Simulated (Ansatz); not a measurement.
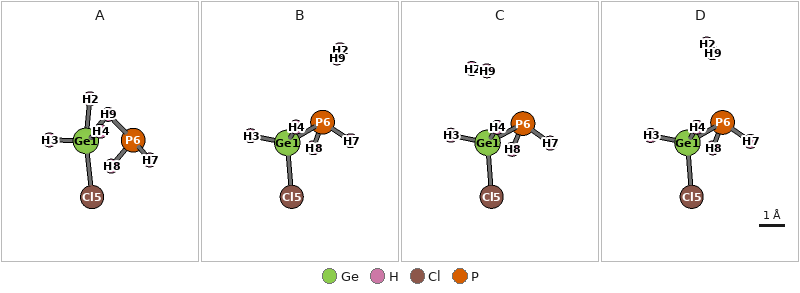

4 geometries from a converged minimum-energy path of GePH$_{6}$Cl, made up at the start of GeH$_{3}$Cl and PH3, shuffled. The picture is a ball-and-stick view, seen from a free direction.

All numbers below come from RKS PBE/def2-SVP (Ansatz). Run with 7 movable images; climbing image; force threshold 0.05 eV/Å; iteration limit 60; starting path through a guess of the saddle point.

### Which of them lies highest in energy?

A. In order along the path, whose images run from 0 to 8: A (image 3, +241.9 kJ/mol), C (image 5, 0.0 kJ/mol), D (image 7, −2.8 kJ/mol), B (image 8, −2.8 kJ/mol). Breaking: Ge1–H2 (1.55 → 1.77 at the top → 4.36 Å), P6–H9 (1.44 → 1.70 at the top → 3.13 Å). Forming: Ge1–P6 (4.44 → 2.82 at the top → 2.34 Å), H2–H9 (3.21 → 1.19 at the top → 0.77 Å).

Limits of the set-up: the start holds two separate molecules, 3.0 Å apart at their closest, whose relative position is a soft coordinate and is computed without a dispersion correction.

Cost: 2.2 min on 2 threads of Intel(R) Xeon(R) 6975P-C (Granite Rapids), with other jobs on the host, peak memory 0.16 GiB.
